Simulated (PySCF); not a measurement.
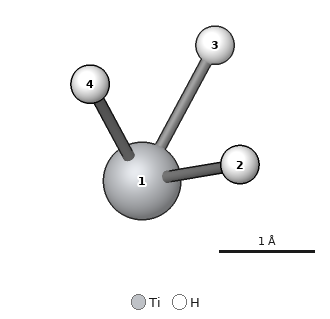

Figure 1. The structure (ball-and-stick view, seen at a tilt; atoms are numbered from 1 in the order of the input). Sticks mark near contacts. Bond lengths as drawn: H–Ti 1.62 Å.

# Run report: TiH3 (charge +1), frequency calculation

The run: frequency calculation of TiH3, charge +1. Method and program: RKS-based PBE0, Ti def2-TZVP, H def2-TZVP; non-relativistic Hamiltonian; density fitting (PySCF 2.14.0).

## Input file
```python
from pyscf import gto, scf, dft
mol = gto.M(atom='''
Ti    -0.000000     0.000000    -0.073927
H      1.035038     0.000008     1.174128
H     -0.517525     0.896365     1.174129
H     -0.517512    -0.896373     1.174129''',
    basis={'Ti': 'def2-TZVP', 'H': 'def2-TZVP'},
    charge=1, spin=0)
mf = dft.RKS(mol, xc='PBE0')
mf.grids.atom_grid = (75, 302)
aux = {'Ti': 'def2-universal-JKFIT', 'H': 'def2-universal-JKFIT'}
mf = mf.density_fit(auxbasis=aux)
mf.conv_tol = 1e-09
mf.diis_space = 10
mf.max_cycle = 60
mf.verbose = 4
mf.kernel()
```

The script is an equivalent of the set-up of the self-consistent field. The run itself was carried out by a driver, which started from the orbitals of the step before it where there was one and computed the further properties.

Command:
```bash
OMP_NUM_THREADS=2 python axn.py task.json out
```

## Log
```
init E= -850.631544472505
  HOMO = -0.522594845527509  LUMO = -0.323984114961965  gap/eV = 5.40447
cycle= 1 E= -850.631544472469  delta_E= 3.67e-11  |g|= 1.42e-05  |ddm|= 1.09e-05
  HOMO = -0.522592666293826  LUMO = -0.323978738296  gap/eV = 5.40456
cycle= 2 E= -850.631544472171  delta_E= 2.98e-10  |g|= 3.89e-05  |ddm|= 2.94e-05
  HOMO = -0.522594420155724  LUMO = -0.323982761244495  gap/eV = 5.40450
cycle= 3 E= -850.63154447251  delta_E= -3.39e-10  |g|= 5.91e-07  |ddm|= 2.15e-05
  HOMO = -0.522594361371916  LUMO = -0.323982705469552  gap/eV = 5.40450
cycle= 4 E= -850.631544472513  delta_E= -3.41e-12  |g|= 1.27e-07  |ddm|= 4.73e-07
  HOMO = -0.522594359046947  LUMO = -0.323982684047901  gap/eV = 5.40450
Extra cycle  E= -850.631544472512  delta_E= 1.36e-12  |g|= 9.73e-08  |ddm|= 3.4e-07
converged SCF energy = -850.631544472512
```

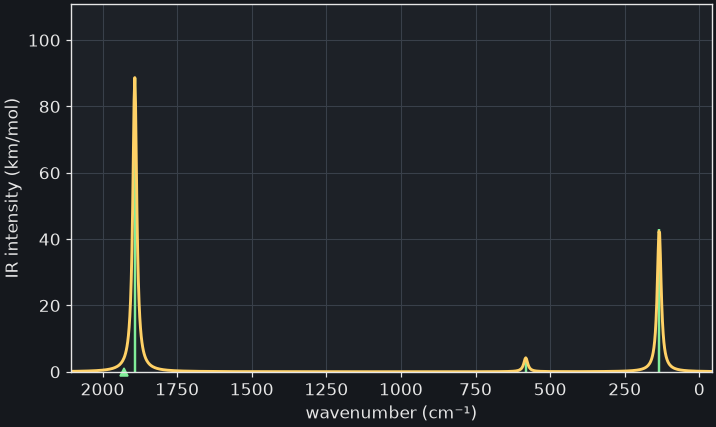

Figure 2. Harmonic infrared spectrum, unscaled: sticks (degenerate modes added up, dark ones marked on the axis) with a Lorentzian envelope of 16 cm⁻¹ full width, scaled to the tallest stick. 6 modes from 134 to 1929 cm⁻¹, none imaginary. The strongest line is at 1892 cm⁻¹ (89 km/mol). All modes, in cm⁻¹ (km/mol): 134 (22), 134 (22), 582 (4.2), 1892 (44), 1892 (44), 1929 (0.0).

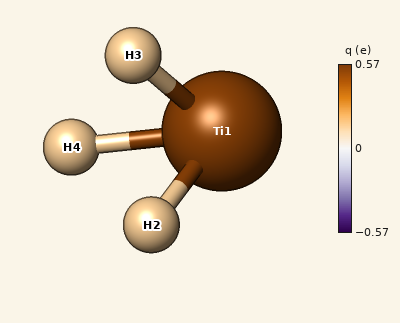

Figure 3. Mulliken charges, as the colour of each atom (ball-and-stick view, seen at a tilt; atoms are numbered from 1 in the order of the input). By element: Ti +0.54 and H +0.15 e.

## Results in brief

```json
{"quantity": "outcome", "value": "converged"}
{"quantity": "total energy", "value": "−850.631544 hartree"}
{"quantity": "HOMO", "value": "−14.22 eV"}
{"quantity": "LUMO", "value": "−8.82 eV"}
{"quantity": "zero-point energy", "value": "0.014951 hartree"}
{"quantity": "wavenumbers, lowest and highest", "value": "134 and 1929 cm⁻¹"}
{"quantity": "hardware", "value": "2 threads of Intel Xeon (Granite Rapids), 64 GiB of memory available, shared host"}
{"quantity": "wall time", "value": "8.3 s (CPU time 16 s)"}
{"quantity": "peak memory", "value": "0.79 GiB"}
```
